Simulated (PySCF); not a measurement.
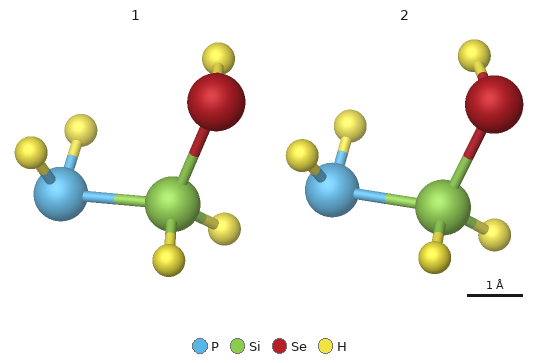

Two geometries of SiPH5Se, drawn at one scale. One is the start of a relaxation, the other its converged end. Style: ball-and-stick. Shown at a tilt.

Computed with PBE0-D3(BJ)/def2-SVP geometry optimisation, gas phase in PySCF 2.14.0, density-fitted response routines. 

Question: Which one is relaxed?

Answer: Structure 1 is the relaxed one. The start comes from GFN2-xTB. Its atoms were then displaced at random by about 0.01 Å. Over 8 geometry steps the energy falls by 0.180 eV. The atom that moves furthest after the best rigid fit is an H atom (0.25 Å). Largest moves by element: H 0.25 Å, Se 0.21 Å, P 0.10 Å, Si 0.07 Å. Some distances before and after: H–P 1.357 → 1.430 Å, H–Se 1.439 → 1.472 Å, H–Si 1.462 → 1.494 Å, Se–Si 2.307 → 2.287 Å. Among the angles between lasting bonds that change: Se–Si–H 107.5° → 111.0°, H–Si–H 112.3° → 109.5°, Si–P–H 95.8° → 93.2°. Groups turn about Se–Si by about 20°. The run took 26 s on 1 thread of Intel(R) Xeon(R) CPU @ 2.60GHz (shared host).
